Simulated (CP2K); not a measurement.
2-borylimidazole has these distinct C atoms: C2 (bonded to B and 2 N), C4 (bonded to C, N and H) and C5 (bonded to C, N and H).

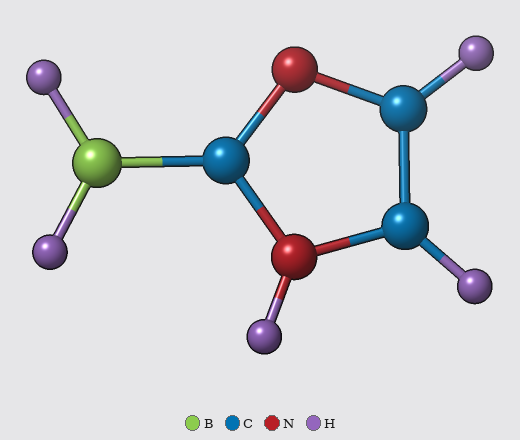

The molecule (boron green, carbon blue, nitrogen red, hydrogen purple).

```xyz
11

B     2.0966   -0.1136    0.1257
C     0.5904   -0.2164    0.0192
N    -0.1658   -1.3337   -0.1216
C    -1.4583   -0.9262   -0.1699
C    -1.5437    0.4636   -0.0596
N    -0.2607    0.8911    0.0563
H     2.5995    0.9697    0.2448
H     2.7665   -1.1004    0.0914
H    -2.2789   -1.6290   -0.2818
H    -2.3908    1.1405   -0.0560
H     0.0451    1.8545    0.1515
```

Their partial C K spectra (CP2K XAS_TDP, all-electron GAPW, PBEh(45%), aug-cc-pVDZ, TDA, GW2X-corrected core level, no relativity) are given in random order, each times the number of alike atoms.

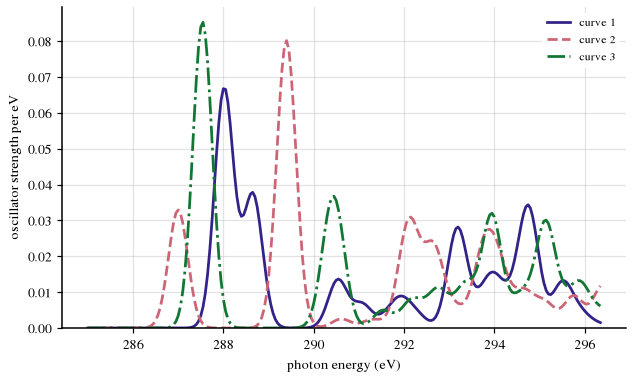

Gaussian full width 0.5 eV, oscillator strength per eV, alike atoms added, rows of zeros left out.

Question: Which curve belongs to which atom?

Curve 1: C4 (bonded to C, N and H), leading line at 288.02 eV (f = 0.035 an atom), ionisation energy 292.37 eV, term value 4.35 eV. Curve 2: C2 (bonded to B and 2 N), leading line at 287.00 eV (f = 0.018 an atom), ionisation energy 292.44 eV, term value 5.44 eV. Curve 3: C5 (bonded to C, N and H), leading line at 287.54 eV (f = 0.045 an atom), ionisation energy 292.93 eV, term value 5.39 eV. The leading line of an atom is its first one with 35 % of the strongest within 2.5 eV of its lowest line over the strength cut. A line lies at the core ionisation energy, which rises as an atom loses charge to its neighbours or to a π system, less the term value, which is large for a low π* or σ* orbital with weight on that atom.

[Banner, clock and machine lines of the logs are left out without a mark of their own.]

[Logs are printed without paths, hosts, clocks, repeated set-up lines and the standing remarks that a program may print on its own settings, such as how far it seeks lower states.]

[Hosts, paths, dates, database ids (printed as entryN), source tags and the programs' standing remarks are cut or masked in the printed files.]
